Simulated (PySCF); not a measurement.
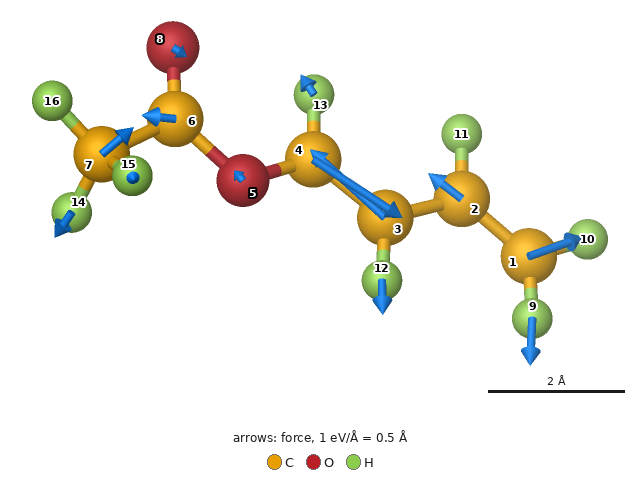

Starting geometry of C₆H₈O₂ with the computed forces as blue arrows. The picture is a ball-and-stick view, seen at a tilt.

The start comes from GFN2-xTB. Its atoms were then displaced at random by about 0.01 Å.

Computed with PBE0-D3(BJ)/def2-SVP geometry optimisation, gas phase in PySCF. 

> Is this structure relaxed? If not, where do the atoms go?

It isn't relaxed: the largest force vector, on C4, is 3.19 eV/Å. The final displacements follow the starting forces only in part (cosine between the two patterns 0.53). The atom that moves furthest after the best rigid fit is H9 (0.049 Å). Largest moves by element: H 0.049 Å, C 0.038 Å, O 0.025 Å. Some distances before and after: C3–C4 1.380 → 1.340 Å, C1–H9 1.054 → 1.094 Å, C3–H12 1.065 → 1.095 Å, C7–H14 1.073 → 1.100 Å. Bond angles that change, for instance: C3–C4–H13 120.2° → 124.7°, O5–C4–H13 119.0° → 115.0°. The energy falls by 0.185 eV in 9 geometry steps.
